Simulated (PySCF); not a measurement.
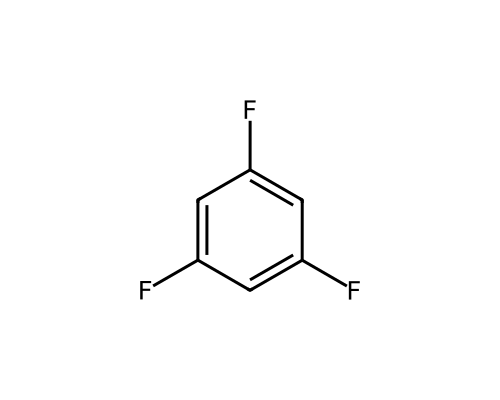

A structural formula.

**Transcribe the drawing into SMILES.**

Fc1cc(F)cc(F)c1

**What is the molecular formula?**

C6H3F3.

**An optimisation with PBE0-D3(BJ)/def2-TZVP gave a structure of which point group?**

D3h.

More results for the same structure follow; atom numbers are the same in all pictures, views and colours differ. Computed geometry: PBE0-D3(BJ)/def2-TZVP optimisation. No frequency run is at hand to confirm it as a minimum.

**NMR shielding**

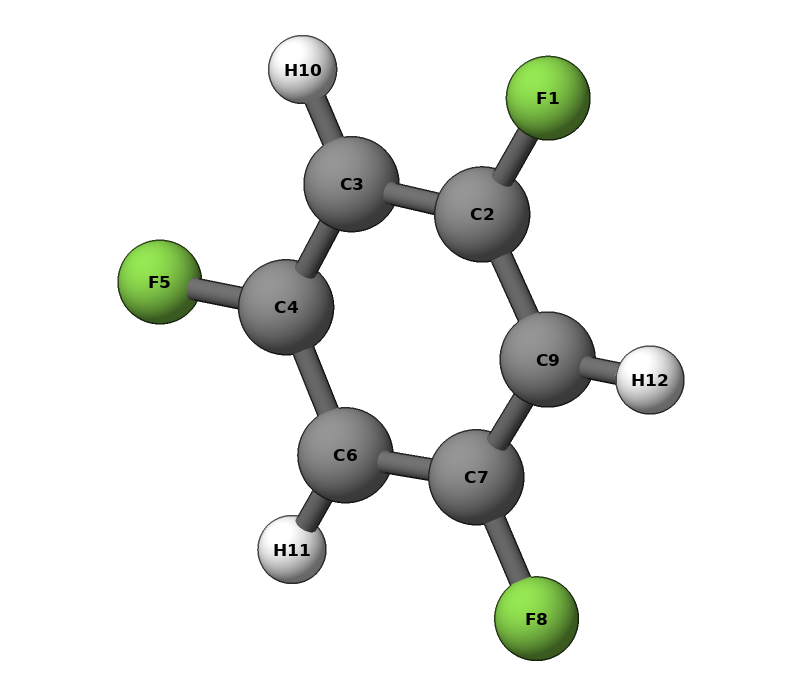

No frequency run is at hand to confirm it as a minimum. Level of theory: GIAO KT3/pcSseg-2 NMR shielding, non-relativistic, gas phase (PySCF 2.14.0). Principal shieldings σ11 ≤ σ22 ≤ σ33, span Ω = σ33 − σ11, skew κ = 3(σiso − σ22)/Ω.

Give the shielding tensors of the F atoms.

| atom | σ11 | σ22 | σ33 | σiso | Ω | κ |
| --- | --- | --- | --- | --- | --- | --- |
| F1, F5, F8 | 183.1 | 275.7 | 350.5 | 269.8 | 167.4 | −0.11 |

Shieldings and span in ppm.

**Levels of theory compared**

No frequency run is at hand to confirm it as a minimum. Program: PySCF 2.14.0.

At this fixed geometry, give HOMO energy (eV), HOMO–LUMO gap (eV) at these levels: B97-2/pcSseg-2; KT3/pcSseg-2; PBE0/pcSseg-2; WP04/pcSseg-2 in chloroform (IEF-PCM); ωB97X-D/pcSseg-2; ωB97X-D/pcSseg-2 in chloroform (IEF-PCM).

| level | HOMO energy (eV) | HOMO–LUMO gap (eV) |
| --- | --- | --- |
| B97-2/pcSseg-2 | −7.47 | 6.81 |
| KT3/pcSseg-2 | −6.60 | 5.16 |
| PBE0/pcSseg-2 | −7.72 | 7.10 |
| WP04/pcSseg-2 in chloroform (IEF-PCM) | −8.77 | 6.09 |
| ωB97X-D/pcSseg-2 | −9.49 | 10.64 |
| ωB97X-D/pcSseg-2 in chloroform (IEF-PCM) | −9.35 | 10.64 |

**Bond orders**

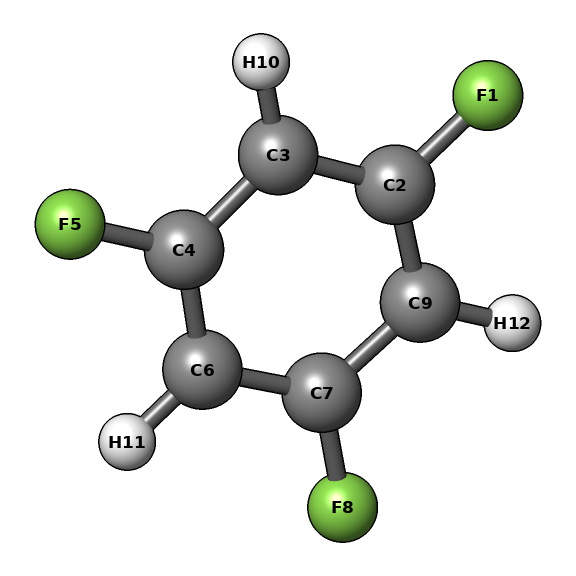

Every bond is drawn as one stick. No frequency run is at hand to confirm it as a minimum. Level of theory: PBE0/pcSseg-2 (PySCF 2.14.0).

**Which bond has the highest Mayer bond order?**

C2–C3 and C2–C9 and C3–C4 and C4–C6 and C6–C7 and C7–C9, 1.42, at a length of 1.382 Å.

**Which bond has the lowest Mayer bond order?**

F1–C2 and C4–F5 and C7–F8, 0.83, at 1.333 Å.

List the Mayer bond orders of F1–C2, C2–C3, C3–H10 (one bond of each equivalent set).

```tsv
bond	Mayer order	length (Å)
F1–C2	0.83	1.333
C2–C3	1.42	1.382
C3–H10	1.01	1.081
```
